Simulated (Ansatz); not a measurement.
# SiP2H (doublet): one geometry, many settings at a displaced geometry (v1)

What do other methods and options give for SiP2H (doublet) at this geometry, and how long do they take?

Computed with Ansatz 0.2.0, Gaussian basis. Level: the settings change from run to run.

13 further runs of the same task are left out: 4 that didn't finish, 9 set aside as unsound or not needed.

## (1) The geometry

The geometry is a PBE0/def2-TZVP stationary point (not a proven minimum) with its atoms shifted at random (size 0.040 Å).

4 atoms, charge 0, spin multiplicity 2.

Atoms are counted from 1 here; the program's logs count them from 0.

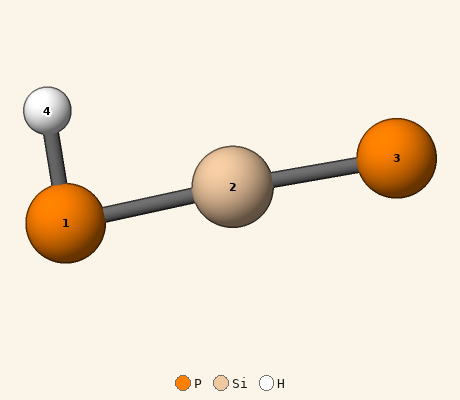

The geometry (phosphorus orange, silicon light orange, hydrogen white); atoms are numbered from 1 in the order of the file.

Geometry (Å):

```xyz
4
HP2Si
P     0.00233   -0.41241    1.56851
Si    0.00153   -0.30414   -0.53823
P     0.04946   -0.28034   -2.59281
H    -0.05332    0.99689    1.56253
```

## (2) MP2 on UHF/6-31G

in.yaml reads:

```yaml
crystal:
  periodic: [false, false, false]
  atoms:
    - {symbol: P, position_ang: [0.002331, -0.412409, 1.568509]}
    - {symbol: Si, position_ang: [0.001533, -0.304139, -0.538226]}
    - {symbol: P, position_ang: [0.049460, -0.280338, -2.592814]}
    - {symbol: H, position_ang: [-0.053324, 0.996886, 1.562531]}
basis:
  gaussian: {orbitals: 6-31G}
magnetization: {spin_polarized: true, initial_magnetization: 1}
hamiltonian: {pseudopotentials: {relativity: none}}
correlation: {method: mp2, electrons: all}
scf: {lower_state_search: light}
output: {forces: true}
```

The run is started by

```sh
$ ansatz run in.yaml --threads 1 --pin off --events-out ev --progress --plain --max-ram 2393MiB
```

The program printed:

```text
Functional definition: HF
  name "HF"
  cite "Fock, Z. Phys. 61, 126 (1930) doi:10.1007/BF01340294"
  parent pbe
  exchange = exact_x
  correlation = 0
452 factors; integrals over basis functions are off by at most 2.4e-4 eV
mean field evaluation 1: about -26414.4488 eV, gradient 1.1e1 eV
mean field evaluation 2: about -26414.4541 eV, gradient 1.1e1 eV
mean field evaluation 4: about -26415.9710 eV, gradient 2.4e0 eV
mean field evaluation 8: about -26416.3827 eV, gradient 8.2e-1 eV
mean field evaluation 16: about -26416.5730 eV, gradient 2.3e-6 eV
mean field evaluation 32: about -26414.5161 eV, gradient 5.2e0 eV
mean field evaluation 64: about -26415.4250 eV, gradient 3.0e0 eV
mean field -26416.57303692 eV, -970.7911533105 hartree, gradient 2.6e-6 eV, S^2 1.641204; 7 other end points of the search recorded, 0 dependent functions left out
reference -26416.57303692 eV, -970.7911533105 hartree; 23, 22 occupied and 18, 19 virtual orbitals, 452 factors
second order -3.54383790 eV of doubles, -0.00000000 eV of singles
the calculation of the forces begins
Total energy: -26420.11687482 eV, -970.9213869514 hartree
Atom 0 at     0.002331    -0.412409     1.568509 Å, force     0.031788    -0.927365     1.581139 eV/Å
Atom 1 at     0.001533    -0.304139    -0.538226 Å, force     0.002274    -0.179083    -1.445782 eV/Å
Atom 2 at     0.049460    -0.280338    -2.592814 Å, force     0.010372     0.004200    -0.548465 eV/Å
Atom 3 at    -0.053324     0.996886     1.562531 Å, force    -0.044434     1.102248     0.413107 eV/Å
Dipole moment:    -0.012244     0.149908     0.338165 e Å
```

It took 2.1 s on 1 thread of Arm Neoverse V1, shared host.

From the report: ⟨S²⟩ of the determinant 1.641 (pure doublet: 0.75). The determinant is far from a pure spin state, so its energy mixes those of several spin states (harmless only where they are near-degenerate, as at dissociation).

## (3) CISD/6-31G

Edit in.yaml of step 2 so:

```diff
@@ -9,5 +9,5 @@
   gaussian: {orbitals: 6-31G}
-magnetization: {spin_polarized: true, initial_magnetization: 1}
-hamiltonian: {pseudopotentials: {relativity: none}}
-correlation: {method: mp2, electrons: all}
+magnetization: {spin_polarized: false, initial_magnetization: 1}
+correlation: {active_space: {ras: {orbitals: [7, 1, 18], electrons: 15, max_holes: 2, max_particles: 2}, fixed_orbitals: true}}
+accuracy: high
 scf: {lower_state_search: light}
```

The command is unchanged.

The program printed, shortened:

```text
Functional definition: HF
  name "HF"
  cite "Fock, Z. Phys. 61, 126 (1930) doi:10.1007/BF01340294"
  parent pbe
[...]
837 factors; integrals over basis functions are off by at most 3.7e-9 eV
[...]
mean field -26415.81077187 eV, -970.7631405868 hartree, gradient 2.4e-8 eV, S^2 0.750000; 7 other end points of the search recorded, 0 dependent functions left out
reference -26415.81077187 eV, -970.7631405868 hartree; 23, 22 occupied and 18, 19 virtual orbitals, 837 factors
state -26420.40227962 eV, -970.9318753842 hartree
[...]
Total energy: -26420.40227962 eV, -970.9318753842 hartree
Atom 0 at     0.002331    -0.412409     1.568509 Å, force     0.035514    -0.901432     1.007896 eV/Å
Atom 1 at     0.001533    -0.304139    -0.538226 Å, force    -0.027096    -0.170553     0.035540 eV/Å
Atom 2 at     0.049460    -0.280338    -2.592814 Å, force     0.036057    -0.012894    -1.466573 eV/Å
Atom 3 at    -0.053324     0.996886     1.562531 Å, force    -0.044475     1.084879     0.423137 eV/Å
Dipole moment:    -0.009912     0.150872     0.140757 e Å
```

It took 6.5 s on 1 thread of Arm Neoverse V1, shared host.

From the report: 41,606 determinants.

## (4) CCSD on ROHF/STO-3G

in.yaml reads:

```yaml
crystal:
  periodic: [false, false, false]
  atoms:
    - {symbol: P, position_ang: [0.002331, -0.412409, 1.568509]}
    - {symbol: Si, position_ang: [0.001533, -0.304139, -0.538226]}
    - {symbol: P, position_ang: [0.049460, -0.280338, -2.592814]}
    - {symbol: H, position_ang: [-0.053324, 0.996886, 1.562531]}
basis:
  gaussian: {orbitals: STO-3G}
magnetization: {spin_polarized: false, initial_magnetization: 1}
correlation: {method: ccsd, electrons: valence}
accuracy: high
```

Same command.

The program printed, shortened:

```text
Functional definition: HF
  name "HF"
  cite "Fock, Z. Phys. 61, 126 (1930) doi:10.1007/BF01340294"
  parent pbe
[...]
498 factors; integrals over basis functions are off by at most 1.4e-8 eV
[...]
mean field -26118.73529064 eV, -959.8458180165 hartree, gradient 1.0e-7 eV, S^2 0.750000; 12 other end points of the search recorded, 0 dependent functions left out
[...]
determinant -26118.73529064 eV, -959.8458180165 hartree, with singles and doubles -26123.88646409 eV, -960.0351201490 hartree
determinant -26118.47683474 eV, -959.8363199372 hartree, with singles and doubles -26123.87288956 eV, -960.0346212943 hartree
determinant -26118.38287847 eV, -959.8328671080 hartree, with singles and doubles -26123.88687571 eV, -960.0351352759 hartree
determinant -26117.95731147 eV, -959.8172278093 hartree, with singles and doubles -26121.91743367 eV, -959.9627596160 hartree
[...]
determinant -26118.47683474 eV, -959.8363199372 hartree, with singles and doubles -26123.92118295 eV, -960.0363960436 hartree
determinant -26118.38287847 eV, -959.8328671080 hartree, with singles and doubles -26123.90821007 eV, -960.0359192990 hartree
unrestricted determinant -26120.57107850 eV, -959.9132819759 hartree, S^2 2.0548
15 core orbitals not correlated: weight in the atoms' cores, before any rotation towards them, 0.999 or more for the frozen orbitals, at most 0.000 for the correlated occupied ones
reference -26118.47683474 eV, -959.8363199372 hartree; 8, 7 occupied and 5, 6 virtual orbitals, 498 factors
second order -4.87028049 eV of doubles, -0.06894068 eV of singles
cycle   1  -5.44434938 eV  change   -1.2e-6 eV  update   3.0e-6
[...]
cycle  21  -5.44434091 eV  change  -6.1e-10 eV  update  3.6e-10
WARN: the results are in doubt because among natural orbitals full CI differs from the method by -0.191 eV
Total energy: -26123.92117565 eV, -960.0363957754 hartree
In doubt: among natural orbitals full CI differs from the method by -0.191 eV
```

Run time: 2.5 s. Hardware: 1 thread of Arm Neoverse V1, shared host.

From the report: correlation -5.4443 eV; T1 0.068; largest double amplitude 0.16. Mind the lines of doubt at the end of the log.

## (5) BCCD on ROHF/6-31G

Edit in.yaml of step 4 so:

```diff
@@ -8,5 +8,5 @@
 basis:
-  gaussian: {orbitals: STO-3G}
+  gaussian: {orbitals: 6-31G}
 magnetization: {spin_polarized: false, initial_magnetization: 1}
-correlation: {method: ccsd, electrons: valence}
-accuracy: high
+correlation: {method: bccd, electrons: outside_noble_gas}
+output: {forces: true}
```

The command is unchanged.

The program printed, shortened:

```text
Functional definition: HF
  name "HF"
  cite "Fock, Z. Phys. 61, 126 (1930) doi:10.1007/BF01340294"
  parent pbe
[...]
452 factors; integrals over basis functions are off by at most 2.4e-4 eV
[...]
mean field -26415.81057601 eV, -970.7631333890 hartree, gradient 2.1e-6 eV, S^2 0.750000; 10 other end points of the search recorded, 0 dependent functions left out
[...]
determinant -26415.81057601 eV, -970.7631333890 hartree, with singles and doubles -26421.12696228 eV, -970.9585069806 hartree
determinant -26415.58550686 eV, -970.7548622501 hartree, with singles and doubles -26421.12249560 eV, -970.9583428333 hartree
determinant -26415.55869192 eV, -970.7538768192 hartree, with singles and doubles -26421.12542086 eV, -970.9584503345 hartree
determinant -26415.17373926 eV, -970.7397300701 hartree, with singles and doubles -26419.92644042 eV, -970.9143886163 hartree
[...]
reference -26415.55869192 eV, -970.7538768192 hartree; 8, 7 occupied and 18, 19 virtual orbitals, 452 factors
second order -4.92451424 eV of doubles, -0.16050269 eV of singles
cycle   1  -5.56897587 eV  change    2.2e-3 eV  update   2.6e-2
[...]
cycle  16  -5.57502944 eV  change   -5.1e-7 eV  update   1.6e-6
WARN: the results are in doubt because among natural orbitals full CI differs from the method by -0.100 eV
[...]
Total energy: -26421.13372136 eV, -970.9587553723 hartree
Atom 0 at     0.002331    -0.412409     1.568509 Å, force     0.040769    -1.082129     1.974656 eV/Å
Atom 1 at     0.001533    -0.304139    -0.538226 Å, force    -0.018483    -0.157029    -1.281665 eV/Å
Atom 2 at     0.049460    -0.280338    -2.592814 Å, force     0.028756    -0.012622    -1.167578 eV/Å
Atom 3 at    -0.053324     0.996886     1.562531 Å, force    -0.051042     1.251780     0.474588 eV/Å
Dipole moment:    -0.010041     0.148786     0.240373 e Å
In doubt: among natural orbitals full CI differs from the method by -0.100 eV
```

Run time: 7.5 s. Hardware: 1 thread of Arm Neoverse V1, shared host.

From the report: correlation -5.5750 eV; largest double amplitude 0.14. Mind the lines of doubt at the end of the log.

## (6) The runs in one table

 † marks a result that the program doubts.

| level | correlated | functions | energy (eV) | time |
| --- | --- | --- | --- | --- |
| MP2 on UHF/6-31G | all | 41 | -26420.1169 | 2.1 s |
| CISD/6-31G | valence | 41 | -26420.4023 | 6.5 s |
| CCSD on ROHF/STO-3G † | valence | 28 | -26123.9212 | 2.5 s |
| BCCD on ROHF/6-31G † | outside noble gas | 41 | -26421.1337 | 7.5 s |

## (7) Results

| quantity | value |
| --- | --- |
| runs | 4 |
| quickest | MP2 on UHF/6-31G, 2.1 s |
| slowest | BCCD on ROHF/6-31G †, 7.5 s |

What this shows: Total energies in different bases, with other cores or another treatment of relativity can't be set against each other. BCCD on ROHF/6-31G † took 4 times as long as MP2 on UHF/6-31G; the jobs differ in more than the method.
